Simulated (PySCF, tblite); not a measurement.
**C4H7O3 radical: geometry, infrared bands and EPR parameters**

What infrared bands and EPR parameters should C4H7O3 radical (`[CH2][C@H](OC)C(=O)O`) show?

The runs use tblite 0.8.0 and PySCF 2.14.0, with density-fitted response routines of our own; the level of theory stands in each step. All values are computed, except where a source is named. Atoms count from 0, in the outputs and in this text.

**1. Starting geometry**

14 atoms, charge 0, multiplicity 2; geometry from: force field or distance geometry start.

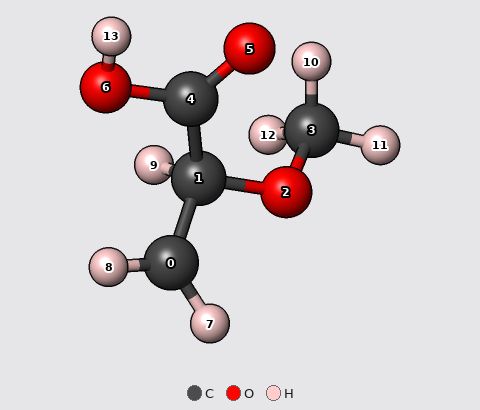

The starting geometry (carbon dark grey, oxygen red, hydrogen pink), atoms numbered; sticks join atoms by distance.

**2. Optimising the geometry with GFN2-xTB**

What the job is given:

```
{"job": {"kind": "relax", "xc": "GFN2-xTB", "basis": "xTB"}, "charge": 0, "multiplicity": 2}
C      0.384500     1.874000    -0.086000
C      0.121300     0.429300    -0.344400
O     -1.259800     0.227500    -0.131000
C     -1.747800    -0.965400    -0.727200
C      1.033900    -0.437500     0.582500
O      0.684400    -1.265000     1.401100
O      2.355900    -0.222100     0.353700
H     -0.449000     2.573200    -0.016300
H      1.391400     2.263800    -0.092000
H      0.374700     0.197000    -1.373100
H     -1.255200    -1.849100    -0.289300
H     -2.822700    -1.051700    -0.514500
H     -1.606300    -0.954300    -1.793100
H      2.793900    -0.820000     1.002500
```

Started as:

```sh
> OMP_NUM_THREADS=1 python probes_run.py task.json out
```

One launch serves the whole session: the jobs run in the order shown.

What it wrote:

```text
step      E/eV     max force
  0    -659.41503    1.545
  1    -659.48574    1.391
  2    -659.50423    0.832
  3    -659.51941    0.490
  4    -659.54441    0.487
  5    -659.55595    0.404
  6    -659.56368    0.179
  7    -659.56648    0.126
  8    -659.56865    0.153
  9    -659.57031    0.135
 10    -659.57174    0.110
 11    -659.57307    0.098
 12    -659.57466    0.141
 13    -659.57662    0.173
 14    -659.57900    0.171
 15    -659.58175    0.143
 16    -659.58492    0.157
 17    -659.58839    0.170
 18    -659.59169    0.161
 19    -659.59454    0.137
 20    -659.59705    0.117
 21    -659.59955    0.148
 22    -659.60240    0.168
 23    -659.60599    0.173
 24    -659.61040    0.190
 25    -659.61200    0.611
 26    -659.62029    0.236
 27    -659.62542    0.262
 28    -659.63064    0.323
 29    -659.63337    0.133
 30    -659.63662    0.145
 31    -659.64071    0.154
 32    -659.64597    0.119
 33    -659.64854    0.120
 34    -659.65101    0.185
 35    -659.65261    0.131
 36    -659.65486    0.128
 37    -659.65753    0.111
 38    -659.65949    0.137
 39    -659.66238    0.150
 40    -659.66483    0.126
 41    -659.66687    0.176
 42    -659.66816    0.088
 43    -659.66899    0.062
 44    -659.66945    0.053
 45    -659.66984    0.058
 46    -659.67026    0.052
 47    -659.67087    0.067
 48    -659.67167    0.070
 49    -659.67256    0.073
 50    -659.67336    0.078
 51    -659.67405    0.082
 52    -659.67468    0.075
 53    -659.67526    0.075
 54    -659.67577    0.063
 55    -659.67619    0.056
 56    -659.67655    0.044
 57    -659.67683    0.040
 58    -659.67700    0.026
 59    -659.67708    0.022
 60    -659.67714    0.021
 61    -659.67721    0.024
 62    -659.67730    0.027
 63    -659.67742    0.034
 64    -659.67754    0.029
 65    -659.67762    0.028
 66    -659.67767    0.022
 67    -659.67772    0.018
 68    -659.67777    0.020
 69    -659.67782    0.018
 70    -659.67787    0.026
 71    -659.67796    0.030
 72    -659.67809    0.033
 73    -659.67823    0.029
 74    -659.67833    0.023
 75    -659.67838    0.020
 76    -659.67842    0.021
 77    -659.67847    0.018
 78    -659.67852    0.019
 79    -659.67857    0.017
 80    -659.67861    0.016
 81    -659.67865    0.018
 82    -659.67870    0.019
 83    -659.67880    0.024
 84    -659.67895    0.030
 85    -659.67907    0.025
 86    -659.67917    0.024
 87    -659.67925    0.019
 88    -659.67929    0.013
 89    -659.67932    0.014
 90    -659.67937    0.013
 91    -659.67940    0.010
```

Run time: 0.47 s. Hardware: 1 thread of Arm Neoverse V1, shared host.

The steps of the relaxation: (not every step is listed)

```tsv
step	energy from step 0 (eV)	largest force (eV/Å)
0	0.0000	1.5450
1	-0.0707	1.3909
2	-0.0892	0.8319
3	-0.1044	0.4895
4	-0.1294	0.4874
5	-0.1409	0.4041
6	-0.1486	0.1787
7	-0.1514	0.1265
8	-0.1536	0.1532
15	-0.1667	0.1434
22	-0.1874	0.1682
29	-0.2183	0.1329
36	-0.2398	0.1280
43	-0.2540	0.0620
50	-0.2583	0.0775
57	-0.2618	0.0399
64	-0.2625	0.0289
71	-0.2629	0.0297
78	-0.2635	0.0190
85	-0.2640	0.0253
86	-0.2641	0.0244
87	-0.2642	0.0186
88	-0.2643	0.0131
89	-0.2643	0.0144
90	-0.2643	0.0134
91	-0.2644	0.0096
```

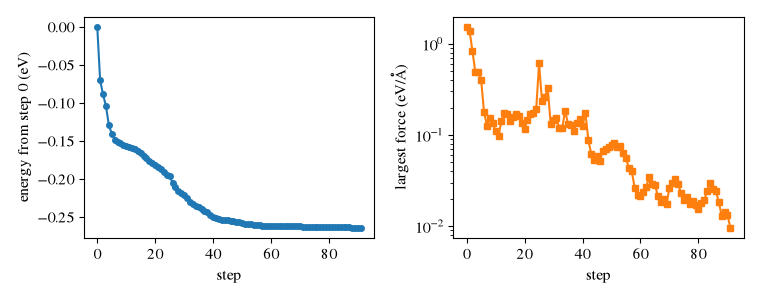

Energy and largest force along the relaxation.

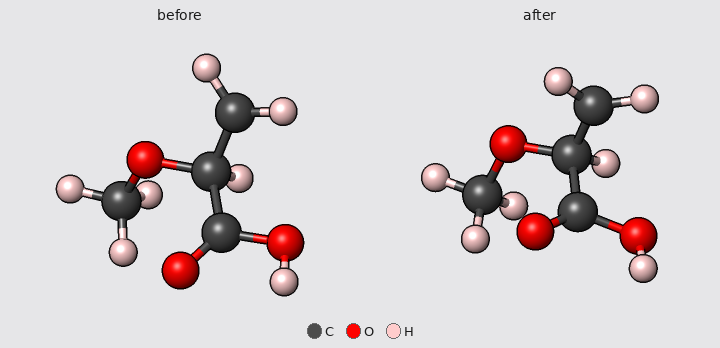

The geometry before (left) and after (right).

Close pairs (by a distance rule), those that changed most:

```tsv
bond	before (Å)	after (Å)	change (Å)
C0–C1	1.491	1.463	-0.028
C3–H12	1.075	1.097	+0.022
C1–O2	1.412	1.391	-0.021
C0–H7	1.090	1.071	-0.019
C1–C4	1.563	1.545	-0.018
C1–H9	1.085	1.102	+0.017
C4–O6	1.359	1.344	-0.015
O6–H13	0.985	0.971	-0.014
```

The final coordinates are the input of the step that follows.

**3. Vibrational analysis with GFN2-xTB**

What the job is given:

```
{"job": {"kind": "ir", "xc": "GFN2-xTB", "basis": "xTB"}, "charge": 0, "multiplicity": 2}
C      0.434853     1.822707     0.024349
C      0.057639     0.508797    -0.498182
O     -1.309593     0.267472    -0.413685
C     -1.688286    -1.051243    -0.736226
C      0.896187    -0.279964     0.532328
O      0.500723    -0.677866     1.595686
O      2.161688    -0.424673     0.104799
H     -0.172899     2.268462     0.785584
H      1.368405     2.264265    -0.259657
H      0.462875     0.296495    -1.500571
H     -1.312200    -1.768630    -0.000113
H     -2.775989    -1.060538    -0.726442
H     -1.327825    -1.332547    -1.733547
H      2.703744    -0.833208     0.798531
```

What it wrote:

```text
mode    cm-1     km/mol
  1      87.7      4.65
  2      99.4      1.83
  3     124.6     12.03
  4     182.8      0.87
  5     234.1      4.18
  6     277.4      0.27
  7     363.1      0.50
  8     449.6      5.34
  9     462.1      8.41
 10     539.4     54.33
 11     549.2     80.28
 12     624.0     99.62
 13     640.4    115.86
 14     806.5     12.87
 15     870.0     10.71
 16    1035.6     52.04
 17    1087.9    283.71
 18    1100.1    137.25
 19    1131.2     23.43
 20    1145.6     21.62
 21    1170.3      5.62
 22    1191.6     27.81
 23    1206.2     67.60
 24    1293.8     19.32
 25    1362.6      8.45
 26    1404.2      0.63
 27    1466.5      7.33
 28    1480.7      6.48
 29    1771.7    506.37
 30    2826.8     40.67
 31    2908.4     52.90
 32    2946.0     26.59
 33    3035.5     11.44
 34    3148.7      2.12
 35    3206.9      6.85
 36    3437.7     40.32
```

Run time: 0.35 s. Hardware: 1 thread of Arm Neoverse V1, shared host.

The strongest bands and the atoms that carry them (share of the mass-weighted mode):

```tsv
cm⁻¹	km/mol	atoms
539	54.3	H13 32 %, C4 21 %, H7 17 %, H8 11 %
549	80.3	H7 30 %, H13 25 %, H8 19 %, C0 15 %
624	99.6	O5 22 %, O6 22 %, C1 15 %, C4 14 %
640	115.9	C4 47 %, H13 23 %, O6 12 %
1088	283.7	O6 24 %, O2 21 %, C4 15 %, C3 14 %
1100	137.2	C1 16 %, O2 15 %, O6 13 %, C3 13 %
1206	67.6	H13 47 %, C4 32 %
1772	506.4	C4 62 %, O5 35 %
```

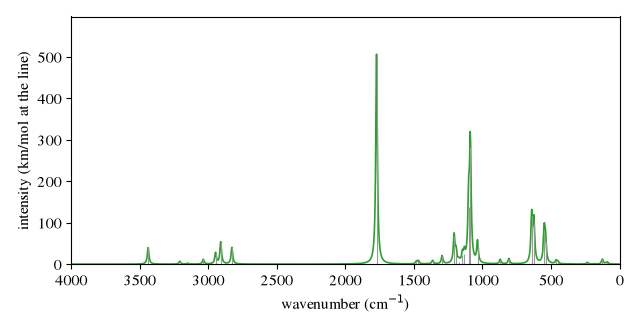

The infrared spectrum from these modes, unscaled. Lines are broadened to a width of 14 cm⁻¹ (Lorentzian).

**4. g tensor and hyperfine couplings: B3LYP/pcH-1**

Same as in step 3 but for these lines:

```diff
@@ -1,2 +1,2 @@
-{"job": {"kind": "ir", "xc": "GFN2-xTB", "basis": "xTB"}, "charge": 0, "multiplicity": 2}
+{"job": {"kind": "epr", "basis": "pcH-1"}, "charge": 0, "multiplicity": 2}
 C      0.434853     1.822707     0.024349
```

Level: UKS B3LYP, pcH-1 on C H O, non-relativistic, mean-field spin-orbit, GIAO.

What it wrote:

```text
UKS, coarse grid
  cycle   1  E = -382.03455257  |g| = 8.08e-01
  cycle   2  E = -381.36445282  |g| = 1.57e+00
  cycle   3  E = -382.23331186  |g| = 2.91e-01
  cycle   4  E = -382.26265245  |g| = 9.63e-02
  cycle   5  E = -382.26552938  |g| = 2.58e-02
  cycle   6  E = -382.26583553  |g| = 6.71e-03
  cycle   7  E = -382.26586159  |g| = 2.33e-03
  cycle   8  E = -382.26586511  |g| = 1.41e-03
  cycle   9  E = -382.26586591  |g| = 4.15e-04
UKS, final grid
  cycle   1  E = -382.26582748  |g| = 6.78e-04
  cycle   2  E = -382.26582709  |g| = 1.26e-03
  cycle   3  E = -382.26582765  |g| = 1.51e-04
  cycle   4  E = -382.26582766  |g| = 3.53e-05
  cycle   5  E = -382.26582766  |g| = 2.27e-05
E = -382.26582766 Eh   <S^2> = 0.7553 (exact 0.7500)
g shifts (ppm)      1          2          3
  rmc          -161       -161       -161
  gc             15         33         26
  oz_so         164        959       1507
  total          17        831       1372
hyperfine (MHz)  atom isotope    a_iso     a_fc   dipolar eigenvalues
    0   13C      84.67      84.67    -78.12    -77.29    155.41
    1   13C     -28.54     -28.54     -3.46      0.83      2.63
    2   17O      -6.08      -6.08     -3.57      1.11      2.46
    3   13C      -0.68      -0.68     -0.43     -0.35      0.79
    4   13C      82.69      82.69     -9.31     -4.79     14.10
    5   17O      -5.16      -5.16    -26.81     11.98     14.82
    6   17O       0.55       0.55     -5.58      1.99      3.59
    7    1H     -61.31     -61.31    -37.51     -0.26     37.77
    8    1H     -61.87     -61.87    -37.57     -0.40     37.98
    9    1H      65.81      65.81     -4.98     -3.96      8.94
   10    1H      -0.49      -0.49     -1.52     -1.13      2.66
   11    1H       0.19       0.19     -0.95     -0.77      1.73
   12    1H      -0.05      -0.05     -1.25     -1.07      2.33
   13    1H       1.17       1.17     -2.18     -1.59      3.77
```

Wall time 62 s (1 thread of Arm Neoverse V1, shared host); peak memory 0.97 GiB.

Principal g values 2.00234, 2.00315, 2.00369; g(iso) = 2.00306, against 2.00232 for a free electron.

Hyperfine couplings; where a row names several nuclei, a(iso) is their mean (it holds for fast rotation or exchange) and the dipolar term the largest among them:

```tsv
nuclei	isotope	a(iso) (MHz)	a(iso) (G, at g = 2.0023)	largest dipolar term (MHz)
C0	13C	84.7	30.2	155.4
C4	13C	82.7	29.5	14.1
H9	1H	65.8	23.5	8.9
H7, H8	1H	-61.6	-22.0	38.0
C1	13C	-28.5	-10.2	-3.5
O2	17O	-6.1	-2.2	-3.6
O5	17O	-5.2	-1.8	-26.8
H13	1H	1.2	0.4	3.8
C3	13C	-0.7	-0.2	0.8
O6	17O	0.6	0.2	-5.6
H10, H11, H12	1H	-0.1	0.0	2.7
```

Mulliken spin populations:

C0 1.02; C1 -0.08; O2 0.01; C3 0.00; C4 0.03; O5 0.07; O6 0.01; H7 -0.04; H8 -0.04; H9 0.03; H10 0.00; H11 0.00; H12 0.00; H13 0.00

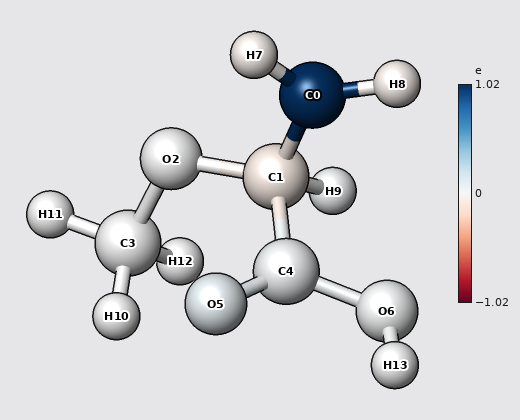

Mulliken spin populations, as colours on the atoms.

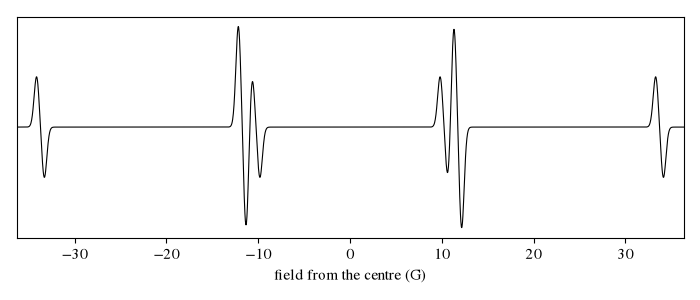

First-order isotropic spectrum (first derivative, main isotopes with spin only, couplings over 0.8 MHz, Gaussian width 0.3 G; couplings of the frozen geometry, rotation of groups not averaged beyond the rows shown).

The fields below are evaluated on a grid from the run's orbitals.

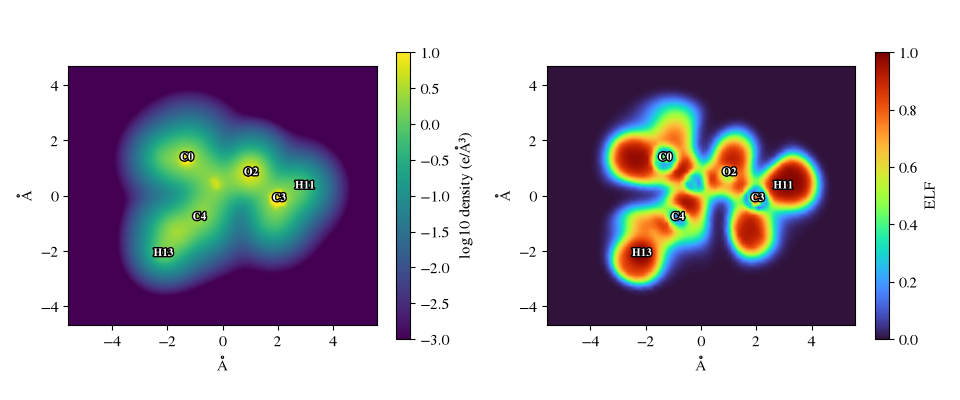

Density (left) and ELF (right) in a plane through or near 6 of the atoms.

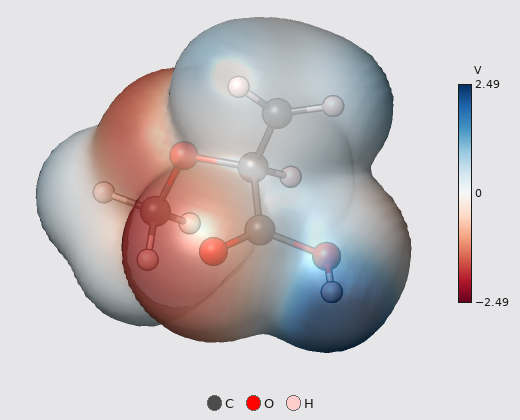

The potential that a unit positive charge feels on the 0.002 e/bohr³ surface, from -1.65 V near O5 to 2.49 V near H13.

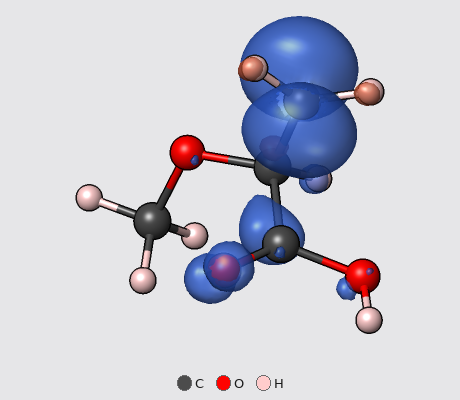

Spin density at ±0.04 e/Å³ (alpha excess blue, beta excess red).

**5. Summary of results**

| quantity | value |
| --- | --- |
| strongest single infrared mode (GFN2-xTB) | 1772 cm⁻¹, 506 km/mol |
| zero-point energy (GFN2-xTB) | 65.3 kcal/mol |
| g(iso) (B3LYP) | 2.00306 |
| ⟨S²⟩ | 0.755 (exact 0.75) |
| largest a(iso) (averaged by class) | 13C on C0, 84.7 MHz |
| surface potential, least and greatest | -1.65 V and 2.49 V |

In words: The optimisation took 91 steps and gained 0.264 eV; among the close pairs (by a distance rule), C0–C1 changed most, from 1.491 to 1.463 Å. No mode is imaginary among the 36: a minimum at this level. The strongest single mode, at 1772 cm⁻¹, moves mainly C4 and O5. GFN2-xTB is a fitted tight-binding method: band positions and strengths are rough. Its intensities can rank the bands wrongly. C0 carries the largest spin population, 1.02 e. The isotropic g lies 0.7 ppt above the free-electron value.
